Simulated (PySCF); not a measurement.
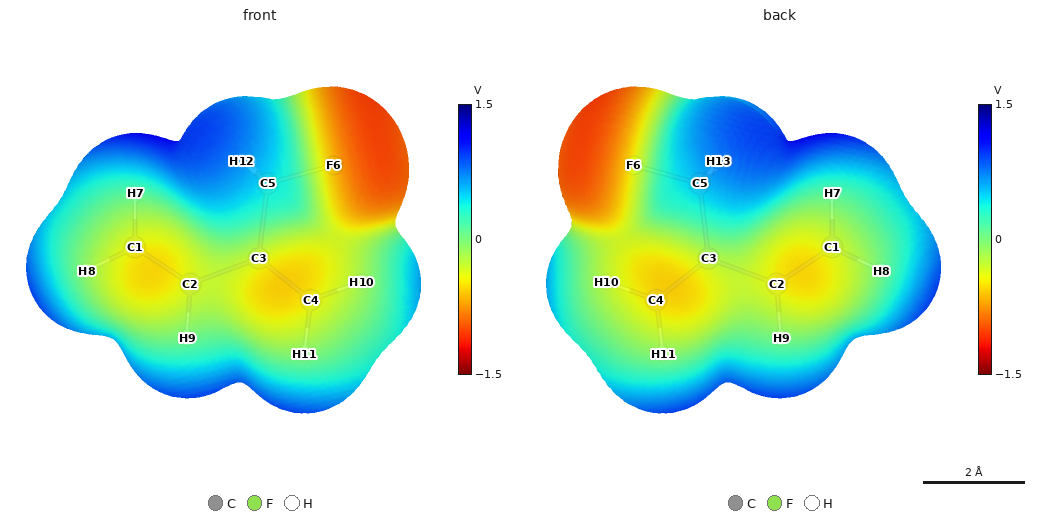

Figure. C5H7F (SMILES C=CC(=C)CF). The molecular electrostatic potential painted on the density surface at 0.002 e/bohr³, seen from the front and from behind; red is negative and blue positive.

Geometry: GFN2-xTB.

Computed with PBE0/pcSseg-1, SCF density, gas phase, non-relativistic in PySCF 2.14.0.

```xyz
13

C     1.8478    0.4163   -0.6737
C     0.9742   -0.5384   -0.3748
C    -0.3781   -0.3453    0.1296
C    -1.1721   -1.3809    0.3953
C    -0.8353    1.0738    0.3365
F    -2.1204    1.1374    0.8100
H     1.6302    1.4652   -0.5675
H     2.8297    0.1742   -1.0430
H     1.2568   -1.5747   -0.5073
H    -2.1727   -1.2476    0.7671
H    -0.8399   -2.3937    0.2457
H    -0.8217    1.6296   -0.6086
H    -0.2031    1.5847    1.0729
```

Which sites attract a positive test charge, and which a negative one?

Answer. A positive charge is drawn to the negative regions and a negative charge to the positive ones. The most negative region (about −1.0 V) lies over F6, the most positive (about +1.1 V) over H7.

What dipole moment does the calculation give?

Answer. Its dipole moment is 1.59 D.
